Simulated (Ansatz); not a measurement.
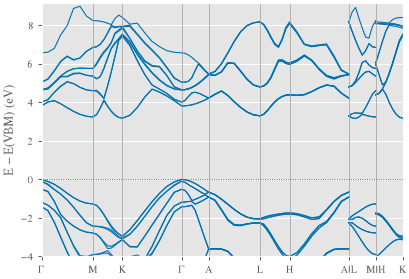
Band structure from PBE with spin–orbit coupling in the plane-wave PAW code Ansatz

Read off the gap and where the band edges lie.

About 3.2 eV (3.16 eV by a search for the band edges); maximum at Γ, minimum on the L–M line, 23 % of the way from L.

The material is BeSe (wurtzite, P6_3mc).

The start of the workflow was typed in or built on a structure type; neither database checked (COD, Materials Project) lists it. COD files the formula under space group No. 216, so this cell is another polymorph or a model. Its standing as an ambient phase is unchecked. The PBE relaxation kept the symmetry of its start; whether a distortion lowers the energy is not shown.

Potentials: the earlier of the program's two PAW sets.
